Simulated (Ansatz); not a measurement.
# How much does In in Cu(111), 2x2 scatter?, part 2 of 2

Wanted: the reflection from a plane of defects, In in Cu(111), 2x2, and the resistivity it implies.

Ansatz 0.2.0; Ansatz plane-wave DFT, PBE, PAW files; ballistic transport by layer matching (Landauer), zero bias; PAW set soft_1.

So far, resistivity per at.% scaled from this dense plane, with the factor 3/4 for isotropic scattering (µΩ cm): step 3 (resistance at ideal sites) 0.774.

### Step 4. The same junction, with changed settings

The run is repeated with changed settings as a check of sensitivity.

This step: Ansatz plane-wave DFT, PBE, PAW files; ballistic transport by layer matching (Landauer), zero bias; changed: scf.lower_state_search = "light", basis.ecutwfc = "300 eV"; PAW set soft_1 (Ansatz 0.2.0).

input.yaml

```yaml
crystal:
  lattice:
    - [5.1123254594, 0.0, 0.0]
    - [-2.5561627297, 4.4274037203, 0.0]
    - [-1.2780813649, 0.73790062, 22.9580794202]
  atoms:
    - { symbol: Cu, position: [0.0075757576, 0.9924242424, 0.0454545455] }
    - { symbol: Cu, position: [0.0075757576, 0.4924242424, 0.0454545455] }
    - { symbol: Cu, position: [0.5075757576, 0.9924242424, 0.0454545455] }
    - { symbol: Cu, position: [0.5075757576, 0.4924242424, 0.0454545455] }
    - { symbol: Cu, position: [0.1893939394, 0.3106060606, 0.1363636364] }
    - { symbol: Cu, position: [0.1893939394, 0.8106060606, 0.1363636364] }
    - { symbol: Cu, position: [0.6893939394, 0.3106060606, 0.1363636364] }
    - { symbol: Cu, position: [0.6893939394, 0.8106060606, 0.1363636364] }
    - { symbol: Cu, position: [0.3712121212, 0.1287878788, 0.2272727273] }
    - { symbol: Cu, position: [0.3712121212, 0.6287878788, 0.2272727273] }
    - { symbol: Cu, position: [0.8712121212, 0.1287878788, 0.2272727273] }
    - { symbol: Cu, position: [0.8712121212, 0.6287878788, 0.2272727273] }
    - { symbol: Cu, position: [0.053030303, 0.946969697, 0.3181818182] }
    - { symbol: Cu, position: [0.053030303, 0.446969697, 0.3181818182] }
    - { symbol: Cu, position: [0.553030303, 0.946969697, 0.3181818182] }
    - { symbol: Cu, position: [0.553030303, 0.446969697, 0.3181818182] }
    - { symbol: Cu, position: [0.2348484848, 0.2651515152, 0.4090909091] }
    - { symbol: Cu, position: [0.2348484848, 0.7651515152, 0.4090909091] }
    - { symbol: Cu, position: [0.7348484848, 0.2651515152, 0.4090909091] }
    - { symbol: Cu, position: [0.7348484848, 0.7651515152, 0.4090909091] }
    - { symbol: In, position: [0.4166666667, 0.0833333333, 0.5] }
    - { symbol: Cu, position: [0.4166666667, 0.5833333333, 0.5] }
    - { symbol: Cu, position: [0.9166666667, 0.0833333333, 0.5] }
    - { symbol: Cu, position: [0.9166666667, 0.5833333333, 0.5] }
    - { symbol: Cu, position: [0.0984848485, 0.9015151515, 0.5909090909] }
    - { symbol: Cu, position: [0.0984848485, 0.4015151515, 0.5909090909] }
    - { symbol: Cu, position: [0.5984848485, 0.9015151515, 0.5909090909] }
    - { symbol: Cu, position: [0.5984848485, 0.4015151515, 0.5909090909] }
    - { symbol: Cu, position: [0.2803030303, 0.2196969697, 0.6818181818] }
    - { symbol: Cu, position: [0.2803030303, 0.7196969697, 0.6818181818] }
    - { symbol: Cu, position: [0.7803030303, 0.2196969697, 0.6818181818] }
    - { symbol: Cu, position: [0.7803030303, 0.7196969697, 0.6818181818] }
    - { symbol: Cu, position: [0.4621212121, 0.0378787879, 0.7727272727] }
    - { symbol: Cu, position: [0.4621212121, 0.5378787879, 0.7727272727] }
    - { symbol: Cu, position: [0.9621212121, 0.0378787879, 0.7727272727] }
    - { symbol: Cu, position: [0.9621212121, 0.5378787879, 0.7727272727] }
    - { symbol: Cu, position: [0.1439393939, 0.8560606061, 0.8636363636] }
    - { symbol: Cu, position: [0.1439393939, 0.3560606061, 0.8636363636] }
    - { symbol: Cu, position: [0.6439393939, 0.8560606061, 0.8636363636] }
    - { symbol: Cu, position: [0.6439393939, 0.3560606061, 0.8636363636] }
    - { symbol: Cu, position: [0.3257575758, 0.1742424242, 0.9545454545] }
    - { symbol: Cu, position: [0.3257575758, 0.6742424242, 0.9545454545] }
    - { symbol: Cu, position: [0.8257575758, 0.1742424242, 0.9545454545] }
    - { symbol: Cu, position: [0.8257575758, 0.6742424242, 0.9545454545] }
kpoints:
  mp_grid: { grid: [5, 5, 1] }
hamiltonian:
  xc: pbe
  pseudopotentials: { kind: paw, azcp: { folder: soft_1 } }
scf:
  occupations: { method: fermi_dirac, width: 0.1 }
  lower_state_search: light
output:
  transmission: { leads: [[0, 4]], kmesh: [12, 12], e_range: [-0.1, 0.1], de: 0.05 }
  write_potential: true
  write_density: true
  volumetric_format: npy
basis:
  ecutwfc: "300 eV"
```

Run with:

```
> ansatz run input.yaml --threads 4 --pin off --max-ram 15360MiB --backend cpu --events-out ev --progress --plain --runs-dir out
```

Numbers of over 12 decimals in the logs are rounded to 6 here.

The log of the run:

```text
Warning: basis.ecutwfc = 300 eV is below the records' recommended 420 eV, and the density's cutoff is lower with it unless basis.ecutrho_ratio is high enough to keep the records' density cutoff: compare with a run at a higher cutoff
[...]
Crystal: 44 atoms, lattice volume = 519.641 Å³
Basis set: ecut = 300 eV, 6137 PW (Γ)
Bands: 498, of which v1, the nominal top of the filled ones, is band 415 counted from 1 (414 counted from 0)
Symmetry: 4 space group operations
[...]
k-points: 9 of 25
[...]
SCF iter   1: F=—  HF=-290518.981929 eV  |F-HF|=—  |Δ(HF+E_count)|=         —  Δρ=2.82e-1  dr2=5.23e2  ethr=3.10e-3  ⟨swp⟩=4.7  Hψ=13340  notcnv=0  defer=10
[...]
SCF iter  15: F=-290473.232300 eV  HF=-290473.232300 eV  |F-HF|=5.52e-8  |Δ(HF+E_count)|=   6.17e-9  Δρ=1.45e-6  dr2=6.35e-8  ethr=1.20e-11  ⟨swp⟩=7.1  Hψ=15428  notcnv=0
SCF 1 converged in 15 iterations: F = -290473.232300 eV  dr2 = 6.35e-8
[...]
transmission: 151 of 1505 steps passed
transmission: 303 of 1505 steps passed
[...]
transmission: 1505 of 1505 steps passed
SCF converged after 15 iterations
Free energy (F): -290473.232300 eV
[...]
Internal energy: -290472.756611 eV  (E = F + TS)
E sigma→0 (E₀):  -290472.994455 eV
Entropy (-TS):   -0.475689 eV (-10.811 meV/atom)
Fermi energy:    16.536930 eV
[...]
--- Band table (eV; the first three rows and the last of 9) ---
  k-point 0: bands = [... 411 lower, 16.5964, 16.5989, 16.8800, 16.8859, 17.0077, 17.0158, 17.2101, 17.2321, ... 79 higher]
  k-point 1: bands = [... 411 lower, 16.1609, 16.2940, 16.3098, 16.3897, 16.4319, 16.4685, 16.5931, 16.7423, ... 79 higher]
  k-point 2: bands = [... 411 lower, 16.2744, 16.2932, 16.3692, 16.4283, 16.5284, 16.7735, 16.8181, 16.8685, ... 79 higher]
  k-point 8: bands = [... 411 lower, 16.2564, 16.2637, 16.3325, 16.3334, 16.5414, 16.5560, 16.6833, 16.6877, ... 79 higher]
--- Transmission ---
  basis      : 151 plane waves across, 35 finite elements along
  points     : 43, standing for a mesh of 12 x 12
[...]
channels       : 3.145833e0 a spin
[...]
junction   : crystal 0 to crystal 0, 0.70 to 21.57 Å
    transmission   : 2.975095e0 a spin
[...]
```

Wall time 2.9 min (4 threads of Arm Neoverse V1, shared host); peak memory 3.5 GiB; 11 min of CPU time.

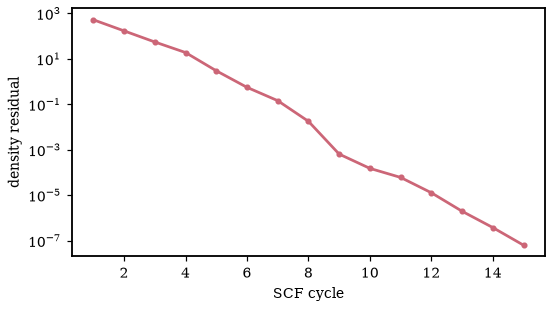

Residual by cycle in this run.

The run finished with changed settings (scf.lower_state_search = "light" and basis.ecutwfc = "300 eV"); it serves as a test.

Side by side:

| quantity | this run | sound run | difference |
| --- | --- | --- | --- |
| free energy (eV) | -290473.23 | -290480.00 | 6.77 |
| energy at zero smearing (eV) | -290472.99 | -290479.76 | 6.77 |
| Fermi energy (eV) | 16.537 | 16.592 | -0.0554 |
| transmission per spin nearest the Fermi level | 2.9751 | 2.9744 | 7.2e-4 |

### Step 5. Summary of results

| Quantity | Value |
| --- | --- |
| share of channels that pass, rigid | 0.945 |
| area resistance, rigid | 0.0538 fΩ m² |
| resistivity per at.% from the area resistance, times 3/4, rigid | 0.774 µΩ cm |

What this shows: The plane of defects adds 0.054 fΩ m². Scaled to one atomic per cent that is 1.0 µΩ cm as it stands and 0.77 with the factor 3/4 for isotropic scattering on a spherical Fermi surface. These are rough estimates of the dilute value, not bounds. One In in each 2x2 cell reflects 5.5 % of the lead's channels. The defects form a dense periodic sheet that scatters coherently, unlike a dilute random alloy. T and N are means over the solved energies nearest the Fermi level.

[Logs are printed without paths, hosts, clocks, repeated set-up lines and the standing remarks that a program may print on its own settings, such as how far it seeks lower states.]

[Hosts, paths, dates, database ids (printed as entryN), source tags and the programs' standing remarks are cut or masked in the printed files.]
